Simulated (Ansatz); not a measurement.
Breaking a bond: GaH, singlet.

- RKS-B3LYP = restricted B3LYP/cc-pVDZ in Ansatz (a quantum-chemistry and plane-wave program)
- RKS-PBE = restricted PBE/cc-pVDZ run with Ansatz
- RKS-CAM-B3LYP = restricted CAM-B3LYP/cc-pVDZ (Ansatz)
- UCCSD(T) = Ansatz with CCSD(T) on UHF/cc-pVDZ, cores with 3d frozen
- UKS-CAM-B3LYP = unrestricted CAM-B3LYP/cc-pVDZ in Ansatz
- UKS-PBE = unrestricted PBE/cc-pVDZ (Ansatz)
- UKS-B3LYP = unrestricted B3LYP/cc-pVDZ (Ansatz)
- FCI = full CI/cc-pVDZ, cores with 3d frozen in Ansatz

Cost and accuracy over the 23 points of the scan, with FCI as yardstick. Costs are rough ratios of core time within Ansatz on shared cores, each with its mean field (Kohn-Sham runs search longer for lower solutions than correlated ones do); the miss is the largest error against full CI of the curve after the mean shift, in mEh.

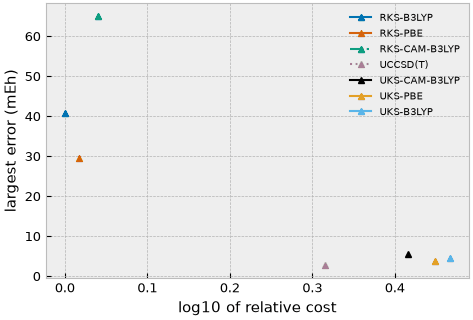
Fig. 1. Miss against cost, one point a level.

```json
[
 {"level": "RKS-B3LYP", "relative cost": "1", "largest error": "40.8"},
 {"level": "RKS-PBE", "relative cost": "1", "largest error": "29.6"},
 {"level": "RKS-CAM-B3LYP", "relative cost": "1", "largest error": "65.1"},
 {"level": "UCCSD(T)", "relative cost": "2", "largest error": "2.7"},
 {"level": "UKS-CAM-B3LYP", "relative cost": "3", "largest error": "5.7"},
 {"level": "UKS-PBE", "relative cost": "3", "largest error": "3.7"},
 {"level": "UKS-B3LYP", "relative cost": "3", "largest error": "4.6"}
]
```

Costs within a factor of two of each other count as equal.

The restricted form behind RKS-B3LYP, RKS-PBE, RKS-CAM-B3LYP keeps the bonding electrons paired and can't separate into open-shell fragments. The unrestricted determinant behind UCCSD(T) is spin-contaminated at 1.25 to 1.44, 2.54 to 6.65 Å (<S²> up to 1.0, against 0.00 for a pure singlet). The unrestricted determinant behind UKS-CAM-B3LYP is spin-contaminated at 2.77 to 6.65 Å (<S²> up to 1.0, against 0.00 for a pure singlet). The unrestricted determinant behind UKS-PBE is spin-contaminated at 3.39 to 6.65 Å (<S²> up to 1.0, against 0.00 for a pure singlet). The unrestricted determinant behind UKS-B3LYP is spin-contaminated at 2.99 to 6.65 Å (<S²> up to 1.0, against 0.00 for a pure singlet). Also computed but left out beside FCI, since their determinant holds another spin at the minimum (<S²> over 0.7 above the pure value): UHF/STO-3G.
